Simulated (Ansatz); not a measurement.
```cif
data_structure
_symmetry_space_group_name_H-M 'P 1'
_symmetry_Int_Tables_number 1
_cell_length_a 3.5587
_cell_length_b 3.5587
_cell_length_c 12.1697
_cell_angle_alpha 90.000
_cell_angle_beta 90.000
_cell_angle_gamma 90.000
_cell_volume 154.12
loop_
_atom_site_label
_atom_site_type_symbol
_atom_site_fract_x
_atom_site_fract_y
_atom_site_fract_z
_atom_site_occupancy
N1 N 0.00000 0.00000 0.00000 1
N2 N 0.50000 0.50000 0.50000 1
N3 N 0.50000 0.00000 0.75000 1
N4 N 0.00000 0.50000 0.25000 1
Ru1 Ru 0.00000 0.00000 0.58400 1
Ru2 Ru 0.50000 0.50000 0.08400 1
Ru3 Ru 0.00000 0.50000 0.83400 1
Ru4 Ru 0.50000 0.00000 0.33400 1
Al1 Al 0.00000 0.00000 0.41770 1
Al2 Al 0.50000 0.50000 0.91770 1
Al3 Al 0.00000 0.50000 0.66770 1
Al4 Al 0.50000 0.00000 0.16770 1
```

Space group I4₁md; built by placing these elements on a known structure type; not relaxed (largest force 1.0 eV/Å); computed pressure about 31 GPa in this cell; computed without spin polarisation.

The calculation used Ansatz, DFT, PAW plane waves, r2SCAN.

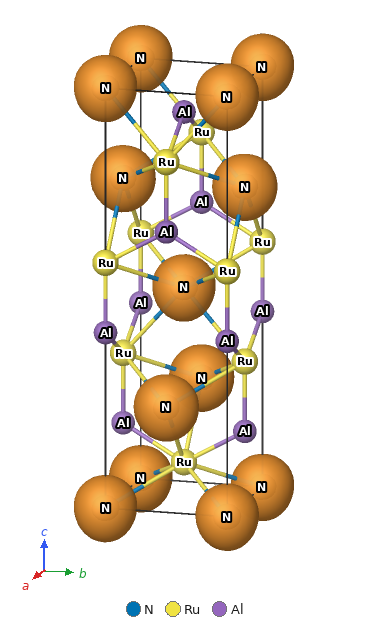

AlRuN. Isosurface of the ELF at 0.65 (orange), seen at an oblique angle. Core shells are left out. Sticks mark near contacts.

Core electrons are frozen (PAW), and the valence fields are smoothed inside the atomic spheres.

### Describe the localisation domains.

The surface consists of four regions wrapped around N (the valence shell of each), counted in one cell of 12 atoms. Any copies at cell faces, edges or corners count once. Along the contacts the grid gives the following. Al–Ru (2.02 Å): the ELF peaks at about 0.60 between the atoms. Ru–N (2.69 Å): the ELF is about 0.15 at the midpoint: no shared electron pair shows on this line.
